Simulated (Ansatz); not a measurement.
CH₆BPSi: geometry relaxation

- system: CH₆BPSi
- method: RKS PBE0-D4/def2-TZVP (Ansatz 0.2.0)

The geometry: PBE-D4/def2-SVP start. Figures and captions count atoms from 1; the log counts them from 0 in places.

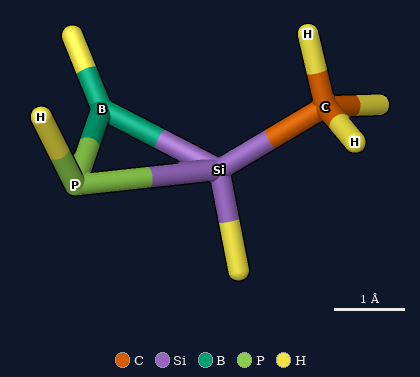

Figure 1. The input geometry (stick view, seen on its broad side).

### The input
```yaml
crystal:
  periodic: [false, false, false]
  atoms:
    - {symbol: C, position_ang: [-1.347032, 0.615095, -0.768196]}
    - {symbol: Si, position_ang: [-0.328668, -0.665928, 0.172094]}
    - {symbol: B, position_ang: [1.050848, -0.209089, 1.468119]}
    - {symbol: P, position_ang: [1.982599, -1.020819, 0.073191]}
    - {symbol: H, position_ang: [-1.362474, 0.387376, -1.853515]}
    - {symbol: H, position_ang: [-2.394462, 0.605091, -0.399779]}
    - {symbol: H, position_ang: [-0.935165, 1.632527, -0.620644]}
    - {symbol: H, position_ang: [-0.789763, -2.066081, -0.112310]}
    - {symbol: H, position_ang: [1.302694, 0.633182, 2.298395]}
    - {symbol: H, position_ang: [2.904621, 0.037545, -0.254355]}
basis:
  gaussian: {orbitals: def2-TZVP}
hamiltonian: {xc: pbe0, dispersion: d4}
relax: {f_tol: 0.005, max_steps: 150}
```

Hardware: 2 threads of Arm Neoverse V1, 23 GiB of memory available, shared host.

Launch command:
```bash
ansatz run in.yaml --threads 2 --pin off --events-out ev --progress --plain --max-ram 4352MiB
```

### Output
```
Functional definition: PBE0
  name "PBE0"
  cite "Adamo & Barone, J. Chem. Phys. 110, 6158 (1999) doi:10.1063/1.478522"
  cite "Perdew, Burke & Ernzerhof, Phys. Rev. Lett. 77, 3865 (1996) doi:10.1103/PhysRevLett.77.3865"
  parent pbe
  parameter a = 0.25
  parameter kappa = 0.804
  parameter beta = 0.06672455060314922
  exchange = (1 - a)*pbe_x(kappa = kappa, mu = beta*pi^2/3) + a*exact_x
  correlation = pbe_c(beta = beta)
1163 factors; their error is unknown
mean field evaluation 1: about -18961.3132 eV, gradient 5.2e1 eV
mean field evaluation 2: about -18957.0902 eV, gradient 6.1e1 eV
mean field evaluation 4: about -18968.1731 eV, gradient 4.4e0 eV
mean field evaluation 8: about -18968.2670 eV, gradient 2.5e-1 eV
mean field evaluation 16: about -18968.2671 eV, gradient 2.1e-5 eV
mean field -18968.26707478 eV, -697.0709578450 hartree, gradient 2.1e-5 eV, S^2 0.000000; 0 other end points of the search recorded, 0 dependent functions left out
the calculation of the forces begins
reference -18968.26710921 eV, -697.0709591104 hartree; 23, 23 occupied and 149, 149 virtual orbitals, 1163 factors
relax step   1: F+E_penalty+E_count = -18968.45682138 eV  Δ(F+E_penalty+E_count) = +0.000e0 eV  max|allowed force component| = 5.420e-1 eV/Å  Δτ_max = 0.0000 Å  (29 SCF iters, accepted)
these checks for a lower state are left out or cut short: starts, cluster_reference, orbital_swaps, neighbouring_geometries, increment
1163 factors; their error is unknown
mean field -18968.30308717 eV, -697.0722812758 hartree, gradient 1.1e-5 eV, S^2 0.000000; 0 other end points of the search recorded, 0 dependent functions left out
the calculation of the forces begins
reference -18968.30312150 eV, -697.0722825373 hartree; 23, 23 occupied and 149, 149 virtual orbitals, 1163 factors
relax step   2: F+E_penalty+E_count = -18968.49375857 eV  Δ(F+E_penalty+E_count) = -3.694e-2 eV  max|allowed force component| = 1.874e-1 eV/Å  Δτ_max = 0.0291 Å  (33 SCF iters, accepted)
these checks for a lower state are left out or cut short: starts, cluster_reference, orbital_swaps, neighbouring_geometries, increment
1163 factors; their error is unknown
mean field -18968.30858999 eV, -697.0724835006 hartree, gradient 1.2e-5 eV, S^2 0.000000; 0 other end points of the search recorded, 0 dependent functions left out
the calculation of the forces begins
reference -18968.30862425 eV, -697.0724847599 hartree; 23, 23 occupied and 149, 149 virtual orbitals, 1163 factors
relax step   3: F+E_penalty+E_count = -18968.50003182 eV  Δ(F+E_penalty+E_count) = -6.273e-3 eV  max|allowed force component| = 3.592e-2 eV/Å  Δτ_max = 0.0273 Å  (32 SCF iters, accepted)
these checks for a lower state are left out or cut short: starts, cluster_reference, orbital_swaps, neighbouring_geometries, increment
1163 factors; their error is unknown
mean field evaluation 32: about -18968.2679 eV, gradient 1.3e0 eV
mean field -18968.30788037 eV, -697.0724574228 hartree, gradient 1.1e-5 eV, S^2 0.000000; 0 other end points of the search recorded, 0 dependent functions left out
the calculation of the forces begins
reference -18968.30791466 eV, -697.0724586830 hartree; 23, 23 occupied and 149, 149 virtual orbitals, 1163 factors
relax step   4: F+E_penalty+E_count = -18968.49920959 eV  Δ(F+E_penalty+E_count) = +8.222e-4 eV  max|allowed force component| = 9.865e-2 eV/Å  Δτ_max = 0.0284 Å  (32 SCF iters, rejected (line search))
these checks for a lower state are left out or cut short: starts, cluster_reference, orbital_swaps, neighbouring_geometries, increment
1163 factors; their error is unknown
mean field -18968.30930281 eV, -697.0725096965 hartree, gradient 1.3e-5 eV, S^2 0.000000; 0 other end points of the search recorded, 0 dependent functions left out
the calculation of the forces begins
reference -18968.30933710 eV, -697.0725109567 hartree; 23, 23 occupied and 149, 149 virtual orbitals, 1163 factors
relax step   5: F+E_penalty+E_count = -18968.50081017 eV  Δ(F+E_penalty+E_count) = -7.783e-4 eV  max|allowed force component| = 1.509e-2 eV/Å  Δτ_max = 0.0137 Å  (33 SCF iters, accepted)
these checks for a lower state are left out or cut short: starts, cluster_reference, orbital_swaps, neighbouring_geometries, increment
1163 factors; their error is unknown
mean field -18968.30882470 eV, -697.0724921262 hartree, gradient 1.0e-5 eV, S^2 0.000000; 0 other end points of the search recorded, 0 dependent functions left out
the calculation of the forces begins
reference -18968.30885904 eV, -697.0724933883 hartree; 23, 23 occupied and 149, 149 virtual orbitals, 1163 factors
relax step   6: F+E_penalty+E_count = -18968.50031030 eV  Δ(F+E_penalty+E_count) = +4.999e-4 eV  max|allowed force component| = 8.429e-2 eV/Å  Δτ_max = 0.0475 Å  (32 SCF iters, rejected (line search))
these checks for a lower state are left out or cut short: starts, cluster_reference, orbital_swaps, neighbouring_geometries, increment
1163 factors; their error is unknown
mean field -18968.30966283 eV, -697.0725229269 hartree, gradient 1.0e-5 eV, S^2 0.000000; 0 other end points of the search recorded, 0 dependent functions left out
the calculation of the forces begins
reference -18968.30969717 eV, -697.0725241890 hartree; 23, 23 occupied and 149, 149 virtual orbitals, 1163 factors
relax step   7: F+E_penalty+E_count = -18968.50121683 eV  Δ(F+E_penalty+E_count) = -4.067e-4 eV  max|allowed force component| = 3.646e-2 eV/Å  Δτ_max = 0.0232 Å  (33 SCF iters, accepted)
these checks for a lower state are left out or cut short: starts, cluster_reference, orbital_swaps, neighbouring_geometries, increment
1163 factors; their error is unknown
mean field evaluation 64: about -18968.3097 eV, gradient 1.7e-3 eV
mean field -18968.30968233 eV, -697.0725236436 hartree, gradient 1.1e-5 eV, S^2 0.000000; 0 other end points of the search recorded, 0 dependent functions left out
the calculation of the forces begins
reference -18968.30971668 eV, -697.0725249061 hartree; 23, 23 occupied and 149, 149 virtual orbitals, 1163 factors
relax step   8: F+E_penalty+E_count = -18968.50128930 eV  Δ(F+E_penalty+E_count) = -7.247e-5 eV  max|allowed force component| = 2.749e-2 eV/Å  Δτ_max = 0.0130 Å  (33 SCF iters, accepted)
these checks for a lower state are left out or cut short: starts, cluster_reference, orbital_swaps, neighbouring_geometries, increment
1163 factors; their error is unknown
mean field -18968.30975284 eV, -697.0725262346 hartree, gradient 2.1e-5 eV, S^2 0.000000; 0 other end points of the search recorded, 0 dependent functions left out
the calculation of the forces begins
reference -18968.30978719 eV, -697.0725274972 hartree; 23, 23 occupied and 149, 149 virtual orbitals, 1163 factors
relax step   9: F+E_penalty+E_count = -18968.50137474 eV  Δ(F+E_penalty+E_count) = -8.544e-5 eV  max|allowed force component| = 1.269e-2 eV/Å  Δτ_max = 0.0037 Å  (25 SCF iters, accepted)
these checks for a lower state are left out or cut short: starts, cluster_reference, orbital_swaps, neighbouring_geometries, increment
1163 factors; their error is unknown
mean field -18968.30976150 eV, -697.0725265531 hartree, gradient 1.8e-5 eV, S^2 0.000000; 0 other end points of the search recorded, 0 dependent functions left out
the calculation of the forces begins
reference -18968.30979587 eV, -697.0725278160 hartree; 23, 23 occupied and 149, 149 virtual orbitals, 1163 factors
relax step  10: F+E_penalty+E_count = -18968.50141327 eV  Δ(F+E_penalty+E_count) = -3.853e-5 eV  max|allowed force component| = 3.823e-3 eV/Å  Δτ_max = 0.0045 Å  (26 SCF iters, accepted)
1163 factors; their error is unknown
mean field evaluation 96: about -18968.3098 eV, gradient 2.5e-5 eV
```

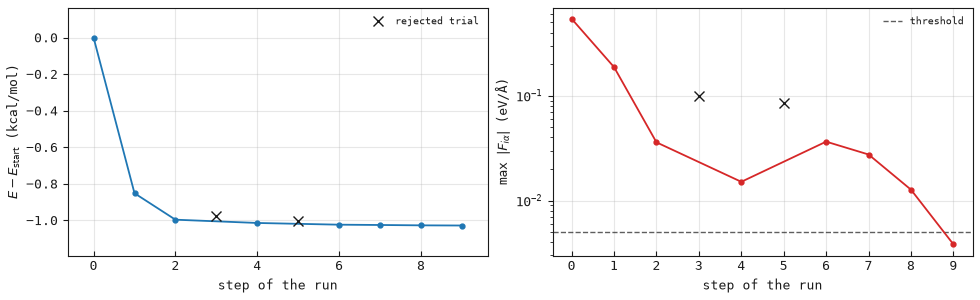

Figure 2. Progress of the relaxation, step by step (the first geometry is step 0 here and step 1 in the log).

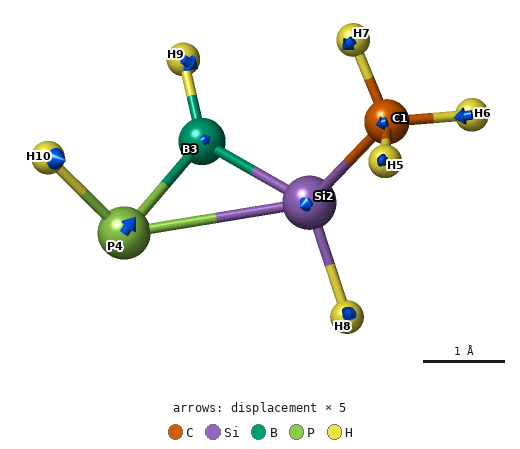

Figure 3. The starting structure with the displacements as blue arrows, magnified 5 times (ball-and-stick view, seen at a tilt). The two geometries are laid on each other by the best rigid fit. H10 moves most after the best rigid fit: 0.074 Å. By element the largest moves are H 0.074 Å, P 0.051 Å, Si 0.036 Å, C 0.030 Å, B 0.025 Å. Among the contacts that change: Si2–P4 2.340 → 2.280 Å, B3–H9 1.209 → 1.187 Å, P4–H10 1.441 → 1.420 Å, C1–Si2 1.887 → 1.867 Å. Among the angles that change: B3–P4–H10 99.8° → 102.6°, P4–Si2–H8 98.9° → 101.6°. The energy falls by 1.03 kcal/mol in 9 geometry steps. The largest force component goes from 0.54 to 0.0038 eV/Å. The line search rejected the trial steps at points 3, 5 (counted from 0) and went back. (Atoms are counted from 1 in the order of the input.)

```
mean field -18968.30976150 eV, -697.0725265531 hartree, gradient 2.3e-5 eV, S^2 0.000000; 1 other end points of the search recorded, 0 dependent functions left out
the calculation of the forces begins
reference -18968.30979587 eV, -697.0725278160 hartree; 23, 23 occupied and 149, 149 virtual orbitals, 1163 factors
Total energy: -18968.50144764 eV, -697.0795708886 hartree
Atom 0 at    -1.318828     0.605756    -0.765329 Å, force    -0.000679     0.000358    -0.000045 eV/Å
Atom 1 at    -0.305547    -0.671058     0.145292 Å, force    -0.001112    -0.001239    -0.001574 eV/Å
Atom 2 at     1.029438    -0.196946     1.471360 Å, force     0.002690    -0.000538    -0.000632 eV/Å
Atom 3 at     1.952866    -0.979465     0.074368 Å, force    -0.000787     0.003652     0.003823 eV/Å
Atom 4 at    -1.341244     0.390872    -1.835961 Å, force    -0.000093    -0.000014     0.000710 eV/Å
Atom 5 at    -2.347717     0.596303    -0.395220 Å, force     0.000250    -0.000146     0.000205 eV/Å
Atom 6 at    -0.907477     1.605188    -0.616761 Å, force    -0.000249    -0.000169     0.000095 eV/Å
Atom 7 at    -0.802376    -2.050197    -0.078261 Å, force     0.001326     0.001241    -0.001085 eV/Å
Atom 8 at     1.266726     0.603806     2.315100 Å, force    -0.000005    -0.000307    -0.001481 eV/Å
Atom 9 at     2.857358     0.044639    -0.311586 Å, force    -0.001341    -0.002838    -0.000016 eV/Å
Dipole moment:    -0.251120     0.227364    -0.183406 e Å
```

### Trajectory as extended XYZ (Å, eV, eV/Å), 10 frames, from step=1 to step=10
```
10
Properties=species:S:1:pos:R:3:forces:R:3 step=1 energy=-18968.45682
C    -1.3470    0.6151   -0.7682   -0.1303   0.1388  -0.0764
Si   -0.3287   -0.6659    0.1721    0.1422  -0.0315  -0.2183
B     1.0508   -0.2091    1.4681    0.0831   0.1891   0.0487
P     1.9826   -1.0208    0.0732   -0.1445   0.4293   0.1082
H    -1.3625    0.3874   -1.8535    0.0196   0.1082   0.5420
H    -2.3945    0.6051   -0.3998    0.5041   0.0037  -0.1788
H    -0.9352    1.6325   -0.6206   -0.1970  -0.5015  -0.0739
H    -0.7898   -2.0661   -0.1123    0.0965   0.3005   0.1043
H     1.3027    0.6332    2.2984   -0.1061  -0.3560  -0.3493
H     2.9046    0.0375   -0.2544   -0.2676  -0.2806   0.0936
10
Properties=species:S:1:pos:R:3:forces:R:3 step=2 energy=-18968.49376
C    -1.3375    0.6128   -0.7654   -0.0075  -0.0002   0.0016
Si   -0.3187   -0.6611    0.1604    0.0964   0.0160  -0.0750
B     1.0445   -0.2097    1.4633   -0.0163   0.0503  -0.0211
P     1.9694   -1.0143    0.0696   -0.0926   0.1874   0.0536
H    -1.3502    0.3907   -1.8392    0.0033   0.0346   0.1458
H    -2.3737    0.5980   -0.4018    0.1504  -0.0039  -0.0471
H    -0.9326    1.6195   -0.6164   -0.0515  -0.1395  -0.0207
H    -0.7858   -2.0498   -0.0951    0.0197   0.0786   0.0330
H     1.2922    0.6223    2.2820   -0.0102  -0.1141  -0.0899
H     2.8756    0.0404   -0.2545   -0.0918  -0.1092   0.0198
10
Properties=species:S:1:pos:R:3:forces:R:3 step=3 energy=-18968.50003
C    -1.3271    0.6093   -0.7663    0.0120  -0.0180   0.0145
Si   -0.3129   -0.6590    0.1544    0.0282  -0.0170  -0.0359
B     1.0360   -0.2076    1.4640   -0.0094   0.0077   0.0080
P     1.9551   -1.0011    0.0663   -0.0197   0.0196   0.0165
H    -1.3416    0.3900   -1.8356   -0.0007  -0.0001  -0.0143
H    -2.3572    0.5930   -0.4015   -0.0206   0.0048   0.0033
H    -0.9233    1.6111   -0.6175    0.0050   0.0178   0.0005
H    -0.7885   -2.0427   -0.0812   -0.0130  -0.0086   0.0064
H     1.2901    0.6082    2.2875    0.0123  -0.0020   0.0174
H     2.8526    0.0477   -0.2670    0.0059  -0.0041  -0.0164
10
Properties=species:S:1:pos:R:3:forces:R:3 step=4 energy=-18968.49921 accepted=F
C    -1.3243    0.6069   -0.7714    0.0343   0.0037  -0.0110
Si   -0.3043   -0.6638    0.1401    0.0367   0.0184   0.0395
B     1.0300   -0.2042    1.4658    0.0242  -0.0118   0.0463
P     1.9642   -0.9926    0.0753   -0.0986  -0.0154  -0.0707
H    -1.3449    0.3887   -1.8411   -0.0049   0.0068  -0.0117
H    -2.3529    0.5935   -0.4017   -0.0075  -0.0114   0.0107
H    -0.9184    1.6085   -0.6245    0.0045   0.0073  -0.0053
H    -0.8098   -2.0407   -0.0653    0.0209  -0.0348  -0.0150
H     1.3004    0.5886    2.3053   -0.0321   0.0400   0.0216
H     2.8433    0.0637   -0.2795    0.0224  -0.0028  -0.0044
10
Properties=species:S:1:pos:R:3:forces:R:3 step=5 energy=-18968.50081
C    -1.3242    0.6081   -0.7682    0.0015  -0.0020   0.0005
Si   -0.3079   -0.6620    0.1479   -0.0065  -0.0028  -0.0047
B     1.0319   -0.2047    1.4675    0.0151   0.0013   0.0063
P     1.9537   -0.9947    0.0688   -0.0006   0.0117   0.0061
H    -1.3418    0.3908   -1.8383   -0.0010   0.0015  -0.0036
H    -2.3541    0.5928   -0.4012   -0.0014  -0.0001   0.0005
H    -0.9198    1.6102   -0.6197    0.0027   0.0009  -0.0003
H    -0.7949   -2.0444   -0.0743   -0.0044  -0.0037  -0.0010
H     1.2918    0.6013    2.2992   -0.0090  -0.0007   0.0087
H     2.8485    0.0516   -0.2786    0.0036  -0.0062  -0.0125
10
Properties=species:S:1:pos:R:3:forces:R:3 step=6 energy=-18968.50031 accepted=F
C    -1.3194    0.6070   -0.7700    0.0011   0.0208   0.0073
Si   -0.3018   -0.6621    0.1464   -0.0045  -0.0789  -0.0312
B     1.0291   -0.1986    1.4779    0.0620   0.0049  -0.0175
P     1.9558   -0.9809    0.0766   -0.0843   0.0197   0.0010
H    -1.3409    0.3885   -1.8399    0.0062  -0.0064   0.0033
H    -2.3485    0.5944   -0.4005    0.0041  -0.0014   0.0031
H    -0.9132    1.6091   -0.6254   -0.0007   0.0007  -0.0005
H    -0.7969   -2.0436   -0.0685   -0.0097   0.0095  -0.0012
H     1.2712    0.5884    2.3324    0.0046   0.0194  -0.0002
H     2.8478    0.0467   -0.3259    0.0213   0.0115   0.0359
10
Properties=species:S:1:pos:R:3:forces:R:3 step=7 energy=-18968.50122
C    -1.3211    0.6065   -0.7684   -0.0025   0.0045   0.0021
Si   -0.3054   -0.6658    0.1454   -0.0033  -0.0012  -0.0005
B     1.0304   -0.1994    1.4711    0.0249  -0.0199  -0.0228
P     1.9534   -0.9830    0.0695   -0.0213   0.0094   0.0365
H    -1.3422    0.3896   -1.8386    0.0002  -0.0012  -0.0005
H    -2.3502    0.5943   -0.3989    0.0000  -0.0002  -0.0002
H    -0.9135    1.6078   -0.6215    0.0016  -0.0014   0.0004
H    -0.8016   -2.0463   -0.0712    0.0039   0.0016  -0.0063
H     1.2784    0.5962    2.3163   -0.0032   0.0055  -0.0010
H     2.8549    0.0490   -0.3008   -0.0003   0.0028  -0.0077
10
Properties=species:S:1:pos:R:3:forces:R:3 step=8 energy=-18968.50129
C    -1.3191    0.6063   -0.7669    0.0016   0.0065   0.0004
Si   -0.3042   -0.6680    0.1454   -0.0051  -0.0189   0.0075
B     1.0300   -0.1982    1.4744    0.0088  -0.0047  -0.0275
P     1.9525   -0.9824    0.0746   -0.0082   0.0195   0.0099
H    -1.3401    0.3902   -1.8373    0.0002  -0.0003   0.0009
H    -2.3483    0.5950   -0.3976    0.0032  -0.0006   0.0005
H    -0.9101    1.6069   -0.6191   -0.0009  -0.0010  -0.0002
H    -0.8001   -2.0479   -0.0763   -0.0028   0.0047   0.0021
H     1.2718    0.6006    2.3187   -0.0010  -0.0013  -0.0021
H     2.8509    0.0464   -0.3129    0.0043  -0.0039   0.0084
10
Properties=species:S:1:pos:R:3:forces:R:3 step=9 energy=-18968.50137
C    -1.3191    0.6061   -0.7663   -0.0009   0.0022   0.0005
Si   -0.3054   -0.6693    0.1458    0.0020  -0.0092  -0.0008
B     1.0297   -0.1977    1.4724    0.0108  -0.0055  -0.0122
P     1.9530   -0.9811    0.0738   -0.0117   0.0127   0.0107
H    -1.3406    0.3902   -1.8367   -0.0002  -0.0002   0.0008
H    -2.3482    0.5957   -0.3967    0.0010   0.0003  -0.0002
H    -0.9090    1.6062   -0.6184   -0.0001  -0.0012   0.0005
H    -0.8013   -2.0490   -0.0766   -0.0004   0.0035  -0.0001
H     1.2700    0.6014    2.3169   -0.0008   0.0005  -0.0029
H     2.8542    0.0462   -0.3113    0.0005  -0.0032   0.0038
10
Properties=species:S:1:pos:R:3:forces:R:3 step=10 energy=-18968.50141
C    -1.3188    0.6058   -0.7653   -0.0007   0.0004   0.0000
Si   -0.3055   -0.6711    0.1453   -0.0011  -0.0012  -0.0016
B     1.0294   -0.1969    1.4714    0.0027  -0.0005  -0.0006
P     1.9529   -0.9795    0.0744   -0.0008   0.0037   0.0038
H    -1.3412    0.3909   -1.8360   -0.0001   0.0000   0.0007
H    -2.3477    0.5963   -0.3952    0.0003  -0.0001   0.0002
H    -0.9075    1.6052   -0.6168   -0.0002  -0.0002   0.0001
H    -0.8024   -2.0502   -0.0783    0.0013   0.0012  -0.0011
H     1.2667    0.6038    2.3151    0.0000  -0.0003  -0.0015
H     2.8574    0.0446   -0.3116   -0.0013  -0.0028   0.0000
```

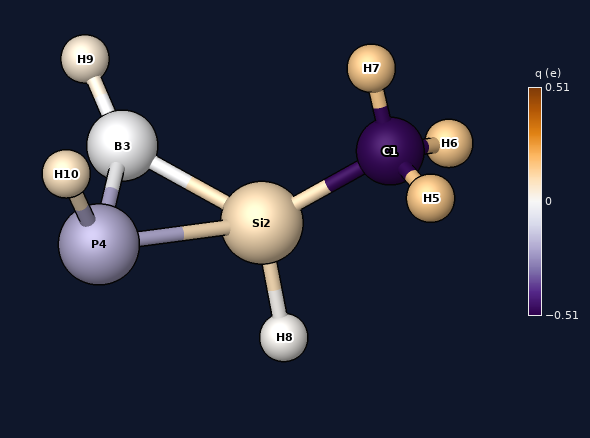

Figure 4. Mulliken charges, as the colour of each atom (ball-and-stick view, seen on its broad side; atoms are numbered from 1 in the order of the input). By element: C −0.48, Si +0.10, B −0.01, P −0.20 and H +0.01 to +0.15 e.

### Summary

| quantity | value |
| --- | --- |
| outcome | converged |
| total energy | −18968.5014 eV |
| mean-field energy | −18968.3098 eV |
| dispersion energy | −0.1917 eV |
| SCF solution under orbital rotations | stable |
| largest force (length of the vector) at the end | 0.005 eV/Å |
| dipole moment | 1.85 D |
| wall time | 49 s (CPU time 93 s) |
| peak memory | 0.4 GiB |
